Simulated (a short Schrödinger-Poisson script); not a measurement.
System: MOS inversion layer, HfO2 on p-type Si(100), at 300 K.

```
layer  material  thickness (nm)  Na (cm⁻³)
-----  --------  --------------  ---------
1          HfO2             8.9          -
2            Si             710     9.2e16
```

Constants are typed, rounded textbook-type inputs, not results; the design itself was drawn at random and stands for no fabricated device. HfO2: permittivity 22, conduction-band edge (eV) 1.55, gap (eV) 5.7, electron mass (mₑ) 0.2. Si: permittivity 11.7, conduction-band edge (eV) 0, gap (eV) 1.124, Nv at 300 K (cm⁻³) 3.1e19.

Channel valleys (confinement mass, in-plane density-of-states mass, number): Δ2 0.916, 0.19, 2; Δ4 0.19, 0.417, 4. At the gate the conduction-band edge of layer 1 lies 2.12 eV − eVg above the Fermi level of the channel; the field vanishes at the back. Gaps are held at their typed values at every temperature. Mesh 0.03 nm at interfaces.

Solved with a short Schrödinger-Poisson script written for these runs: 1D Poisson equation in equilibrium, electrons quantum, Hartree (BenDaniel-Duke, 12 states a valley, the channel's in-plane mass for all, wave functions ending at the dielectric), parabolic valleys, classical holes, full ionisation, no traps, pinning or gate leakage.

Only gate voltages with over 1e8 electrons/cm² are shown.

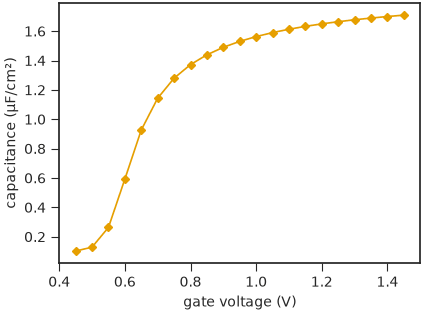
Figure: Quasi-static capacitance against gate voltage

```
Vg (V)  electrons (cm⁻²)  C (μF/cm²)  Δ2 E0 (meV)  Δ2 E1 (meV)  Δ4 E0 (meV)  Δ4 E1 (meV)
------  ----------------  ----------  -----------  -----------  -----------  -----------
0.45              1.16e9       0.102        237.8        273.3        270.5        329.4
0.55             3.63e10       0.263        147.3        184.7        181.8        243.4
0.65             3.71e11       0.927         84.3        125.7        122.7        187.8
0.75             1.06e12        1.28         52.9        100.4         97.3        166.1
0.85             1.91e12        1.44         33.5         87.3         84.2        156.2
0.95             2.84e12        1.53         19.4         78.9         75.9        150.5
1.05             3.81e12        1.59          8.0         73.0         69.9        146.9
1.15             4.82e12        1.63         -1.8         68.4         65.3        144.2
1.25             5.85e12        1.66        -10.4         64.6         61.5        142.3
1.35             6.89e12        1.69        -18.2         61.4         58.3        140.7
1.45             7.95e12        1.71        -25.5         58.5         55.5        139.4
```

Subbands count from the Fermi level.
